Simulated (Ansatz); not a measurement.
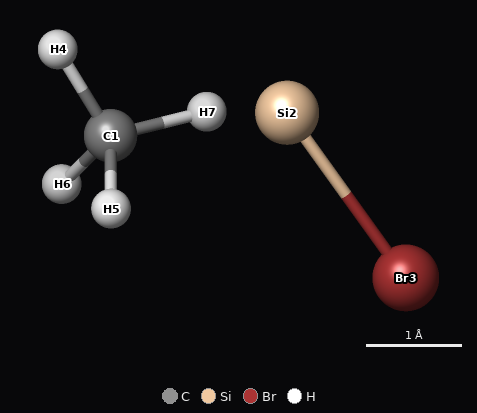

*The input geometry (ball-and-stick view, seen at a tilt; atoms are numbered from 1 in the order of the input).*

Bond lengths as drawn: Br–Si 2.17 Å and C–H 1.11 to 1.12 Å.

Geometry relaxation of CH4BrSi (charge +1)

The run: geometry relaxation of CH4BrSi, charge +1. Method and program: RKS PBE0-D4/def2-TZVP (Ansatz 0.2.0).

Figures and captions count atoms from 1; the log counts them from 0 in places.

### Output
```
Functional definition: PBE0
  name "PBE0"
  cite "Adamo & Barone, J. Chem. Phys. 110, 6158 (1999) doi:10.1063/1.478522"
  cite "Perdew, Burke & Ernzerhof, Phys. Rev. Lett. 77, 3865 (1996) doi:10.1103/PhysRevLett.77.3865"
  parent pbe
  parameter a = 0.25
  parameter kappa = 0.804
  parameter beta = 0.06672455060314922
  exchange = (1 - a)*pbe_x(kappa = kappa, mu = beta*pi^2/3) + a*exact_x
  correlation = pbe_c(beta = beta)
1037 factors; their error is unknown
mean field evaluation 1: about -78996.5326 eV, gradient 6.2e1 eV
mean field evaluation 2: about -78987.6291 eV, gradient 7.7e1 eV
mean field evaluation 4: about -79005.5596 eV, gradient 6.1e0 eV
mean field evaluation 8: about -79006.1335 eV, gradient 4.7e-1 eV
mean field evaluation 16: about -79006.1337 eV, gradient 3.1e-5 eV
mean field -79006.13374245 eV, -2903.4218627540 hartree, gradient 3.1e-5 eV, S^2 0.000000; 0 other end points of the search recorded, 0 dependent functions left out
the calculation of the forces begins
reference -79006.13376953 eV, -2903.4218637494 hartree; 29, 29 occupied and 111, 111 virtual orbitals, 1037 factors
relax step   1: F+E_penalty+E_count = -79006.24192039 eV  Δ(F+E_penalty+E_count) = +0.000e0 eV  max|allowed force component| = 5.698e-1 eV/Å  Δτ_max = 0.0000 Å  (27 SCF iters, accepted)
these checks for a lower state are left out or cut short: starts, cluster_reference, orbital_swaps, neighbouring_geometries, increment
1037 factors; their error is unknown
mean field -79006.15828040 eV, -2903.4227645071 hartree, gradient 2.1e-5 eV, S^2 0.000000; 0 other end points of the search recorded, 0 dependent functions left out
the calculation of the forces begins
reference -79006.15830727 eV, -2903.4227654947 hartree; 29, 29 occupied and 111, 111 virtual orbitals, 1037 factors
relax step   2: F+E_penalty+E_count = -79006.26801195 eV  Δ(F+E_penalty+E_count) = -2.609e-2 eV  max|allowed force component| = 1.646e-1 eV/Å  Δτ_max = 0.0748 Å  (30 SCF iters, accepted)
these checks for a lower state are left out or cut short: starts, cluster_reference, orbital_swaps, neighbouring_geometries, increment
1037 factors; their error is unknown
mean field -79006.16131181 eV, -2903.4228759095 hartree, gradient 2.1e-5 eV, S^2 0.000000; 0 other end points of the search recorded, 0 dependent functions left out
the calculation of the forces begins
reference -79006.16133872 eV, -2903.4228768982 hartree; 29, 29 occupied and 111, 111 virtual orbitals, 1037 factors
relax step   3: F+E_penalty+E_count = -79006.27061144 eV  Δ(F+E_penalty+E_count) = -2.599e-3 eV  max|allowed force component| = 4.682e-2 eV/Å  Δτ_max = 0.0338 Å  (30 SCF iters, accepted)
these checks for a lower state are left out or cut short: starts, cluster_reference, orbital_swaps, neighbouring_geometries, increment
1037 factors; their error is unknown
mean field evaluation 32: about -79005.7013 eV, gradient 5.7e-1 eV
mean field -79006.16180199 eV, -2903.4228939232 hartree, gradient 2.1e-5 eV, S^2 0.000000; 0 other end points of the search recorded, 0 dependent functions left out
the calculation of the forces begins
reference -79006.16182891 eV, -2903.4228949125 hartree; 29, 29 occupied and 111, 111 virtual orbitals, 1037 factors
relax step   4: F+E_penalty+E_count = -79006.27097918 eV  Δ(F+E_penalty+E_count) = -3.677e-4 eV  max|allowed force component| = 3.067e-2 eV/Å  Δτ_max = 0.0101 Å  (31 SCF iters, accepted)
these checks for a lower state are left out or cut short: starts, cluster_reference, orbital_swaps, neighbouring_geometries, increment
1037 factors; their error is unknown
mean field -79006.16190316 eV, -2903.4228976413 hartree, gradient 2.1e-5 eV, S^2 0.000000; 0 other end points of the search recorded, 0 dependent functions left out
the calculation of the forces begins
reference -79006.16193009 eV, -2903.4228986309 hartree; 29, 29 occupied and 111, 111 virtual orbitals, 1037 factors
relax step   5: F+E_penalty+E_count = -79006.27103965 eV  Δ(F+E_penalty+E_count) = -6.047e-5 eV  max|allowed force component| = 6.177e-3 eV/Å  Δτ_max = 0.0035 Å  (32 SCF iters, accepted)
these checks for a lower state are left out or cut short: starts, cluster_reference, orbital_swaps, neighbouring_geometries, increment
1037 factors; their error is unknown
mean field -79006.16189788 eV, -2903.4228974472 hartree, gradient 2.1e-5 eV, S^2 0.000000; 0 other end points of the search recorded, 0 dependent functions left out
the calculation of the forces begins
reference -79006.16192481 eV, -2903.4228984369 hartree; 29, 29 occupied and 111, 111 virtual orbitals, 1037 factors
relax step   6: F+E_penalty+E_count = -79006.27105904 eV  Δ(F+E_penalty+E_count) = -1.938e-5 eV  max|allowed force component| = 2.761e-3 eV/Å  Δτ_max = 0.0050 Å  (31 SCF iters, accepted)
1037 factors; their error is unknown
mean field evaluation 64: about -79005.6872 eV, gradient 2.3e0 eV
```

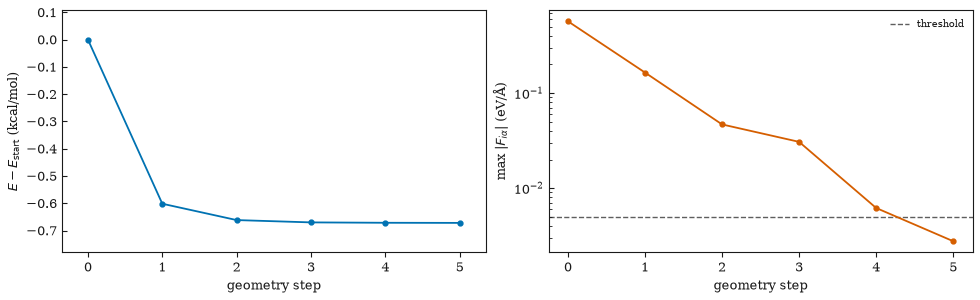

*Progress of the relaxation, step by step (the first geometry is step 0 here and step 1 in the log).*

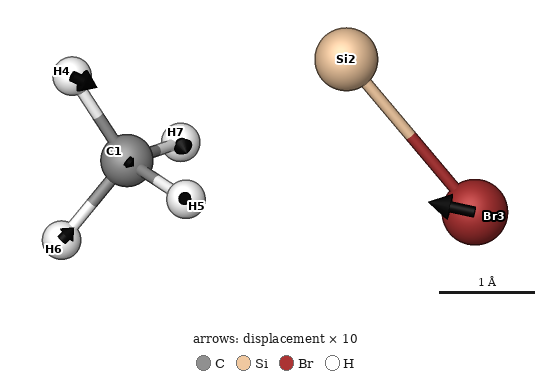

*The starting structure with the displacements as black arrows, magnified 10 times (ball-and-stick view, seen at a tilt). The two geometries are laid on each other by the best rigid fit.*

The energy falls by 0.67 kcal/mol in 5 geometry steps. The largest force component goes from 0.57 to 0.0028 eV/Å. The atom that moves furthest after the best rigid fit is Br3 (0.051 Å). Largest moves by element: Br 0.051 Å, H 0.031 Å, C 0.010 Å, Si 0.008 Å. Among the contacts that change: Si2–Br3 2.173 → 2.141 Å, C1–H6 1.114 → 1.095 Å, C1–H4 1.106 → 1.088 Å, C1–H5 1.120 → 1.105 Å. (Atoms are counted from 1 in the order of the input.)

```
mean field -79006.16189788 eV, -2903.4228974472 hartree, gradient 2.1e-5 eV, S^2 0.000000; 1 other end points of the search recorded, 0 dependent functions left out
the calculation of the forces begins
reference -79006.16192481 eV, -2903.4228984369 hartree; 29, 29 occupied and 111, 111 virtual orbitals, 1037 factors
Total energy: -79006.27108597 eV, -2903.4269100354 hartree
Atom 0 at    -0.839648     0.379437    -0.495932 Å, force     0.002761    -0.001862     0.001306 eV/Å
Atom 1 at     1.271896    -0.248781     0.802297 Å, force    -0.000207    -0.000645     0.000131 eV/Å
Atom 2 at     0.918205    -2.315342     1.233727 Å, force     0.000097     0.000270    -0.000435 eV/Å
Atom 3 at    -0.550638     1.417230    -0.650066 Å, force    -0.000913    -0.000406    -0.000031 eV/Å
Atom 4 at    -0.985205     0.157326     0.576194 Å, force     0.000586     0.001455    -0.001026 eV/Å
Atom 5 at    -1.815904     0.179000    -0.949987 Å, force    -0.002314     0.000205    -0.001220 eV/Å
Atom 6 at    -0.149624    -0.311064    -1.012616 Å, force    -0.000009     0.000983     0.001275 eV/Å
Dipole moment:    -0.105605     0.876656    -0.317512 e Å
```

### Trajectory as extended XYZ (Å, eV, eV/Å), 6 frames, from step=1 to step=6
```
7
Properties=species:S:1:pos:R:3:forces:R:3 step=1 energy=-79006.24192
C    -0.8397    0.3886   -0.4996   -0.2023   0.0384  -0.1265
Si    1.2712   -0.2553    0.7983   -0.0908  -0.5146   0.1110
Br    0.9379   -2.3515    1.2640    0.0558   0.5659  -0.1453
H    -0.5590    1.4465   -0.6572   -0.1109  -0.5698   0.1038
H    -0.9872    0.1586    0.5862    0.0845   0.0906  -0.4205
H    -1.8335    0.1779   -0.9575    0.5297   0.1042   0.2438
H    -0.1406   -0.3070   -1.0306   -0.2660   0.2853   0.2337
7
Properties=species:S:1:pos:R:3:forces:R:3 step=2 energy=-79006.26801
C    -0.8358    0.3699   -0.4915   -0.0097   0.0433  -0.0149
Si    1.2640   -0.2260    0.7859    0.0005  -0.0344   0.0128
Br    0.9092   -2.2918    1.2293    0.0211  -0.0032   0.0101
H    -0.5229    1.4088   -0.6281   -0.0932  -0.1526  -0.0060
H    -0.9929    0.1328    0.5808    0.0190   0.0200  -0.1495
H    -1.8187    0.1937   -0.9555    0.1646   0.0439   0.0716
H    -0.1539   -0.3296   -1.0173   -0.1024   0.0830   0.0761
7
Properties=species:S:1:pos:R:3:forces:R:3 step=3 energy=-79006.27061
C    -0.8362    0.3791   -0.4942   -0.0406   0.0026  -0.0193
Si    1.2621   -0.2482    0.7919    0.0468   0.0449   0.0131
Br    0.9168   -2.3117    1.2377   -0.0160  -0.0398   0.0021
H    -0.5499    1.4185   -0.6461    0.0104  -0.0211   0.0108
H    -0.9833    0.1511    0.5767   -0.0051   0.0120   0.0003
H    -1.8130    0.1801   -0.9490    0.0056  -0.0046   0.0036
H    -0.1476   -0.3111   -1.0134   -0.0011   0.0060  -0.0106
7
Properties=species:S:1:pos:R:3:forces:R:3 step=4 energy=-79006.27098
C    -0.8390    0.3794   -0.4957   -0.0104  -0.0070  -0.0020
Si    1.2706   -0.2494    0.7972    0.0155   0.0307   0.0007
Br    0.9188   -2.3128    1.2385   -0.0078  -0.0286   0.0032
H    -0.5496    1.4178   -0.6462    0.0050  -0.0077   0.0043
H    -0.9857    0.1514    0.5750   -0.0018   0.0096   0.0003
H    -1.8155    0.1825   -0.9511   -0.0010  -0.0023  -0.0002
H    -0.1504   -0.3111   -1.0143    0.0004   0.0053  -0.0063
7
Properties=species:S:1:pos:R:3:forces:R:3 step=5 energy=-79006.27104
C    -0.8399    0.3793   -0.4961   -0.0015  -0.0062   0.0015
Si    1.2734   -0.2492    0.7993    0.0001   0.0039   0.0005
Br    0.9192   -2.3139    1.2381   -0.0009  -0.0034  -0.0007
H    -0.5496    1.4173   -0.6466    0.0016  -0.0015   0.0007
H    -0.9865    0.1527    0.5749    0.0000   0.0051  -0.0003
H    -1.8164    0.1826   -0.9516    0.0007  -0.0008   0.0005
H    -0.1510   -0.3111   -1.0143   -0.0001   0.0029  -0.0022
7
Properties=species:S:1:pos:R:3:forces:R:3 step=6 energy=-79006.27106
C    -0.8396    0.3794   -0.4959    0.0028  -0.0019   0.0013
Si    1.2719   -0.2488    0.8023   -0.0002  -0.0006   0.0001
Br    0.9182   -2.3153    1.2337    0.0001   0.0003  -0.0004
H    -0.5506    1.4172   -0.6501   -0.0009  -0.0004   0.0000
H    -0.9852    0.1573    0.5762    0.0006   0.0015  -0.0010
H    -1.8159    0.1790   -0.9500   -0.0023   0.0002  -0.0012
H    -0.1496   -0.3111   -1.0126    0.0000   0.0010   0.0013
```

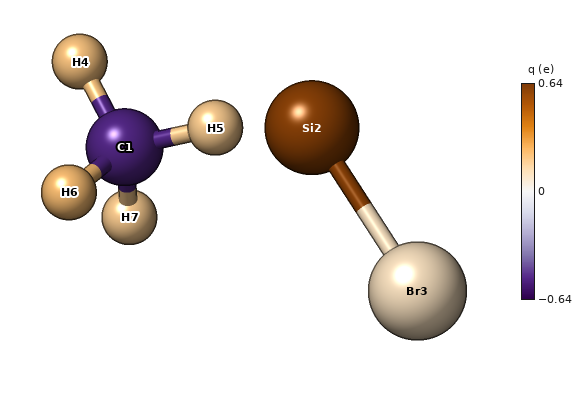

*Mulliken charges, as the colour of each atom (ball-and-stick view, seen at a tilt; atoms are numbered from 1 in the order of the input).*

By element: C −0.51, Si +0.61, Br +0.10 and H +0.18 to +0.23 e.

This output came from the following input.

### The input
```yaml
crystal:
  periodic: [false, false, false]
  atoms:
    - {symbol: C, position_ang: [-0.839685, 0.388558, -0.499573]}
    - {symbol: Si, position_ang: [1.271232, -0.255253, 0.798308]}
    - {symbol: Br, position_ang: [0.937868, -2.351524, 1.263978]}
    - {symbol: H, position_ang: [-0.558997, 1.446540, -0.657216]}
    - {symbol: H, position_ang: [-0.987246, 0.158585, 0.586185]}
    - {symbol: H, position_ang: [-1.833450, 0.177877, -0.957484]}
    - {symbol: H, position_ang: [-0.140641, -0.306978, -1.030581]}
basis:
  gaussian: {orbitals: def2-TZVP}
total_charge: 1
hamiltonian: {xc: pbe0, dispersion: d4}
relax: {f_tol: 0.005, max_steps: 200}
```

Run as:
```bash
ansatz run in.yaml --threads 2 --pin off --events-out ev --progress --plain --max-ram 4352MiB
```

### Key numbers

| quantity | value |
| --- | --- |
| outcome | converged |
| total energy | −79006.2711 eV |
| mean-field energy | −79006.1619 eV |
| dispersion energy | −0.1092 eV |
| SCF solution under orbital rotations | stable |
| largest force (length of the vector) at the end | 0.004 eV/Å |
| hardware | 2 threads of Arm Neoverse V2, 23 GiB of memory available, shared host |
| wall time | 16 s (CPU time 30 s) |
| peak memory | 0.31 GiB |
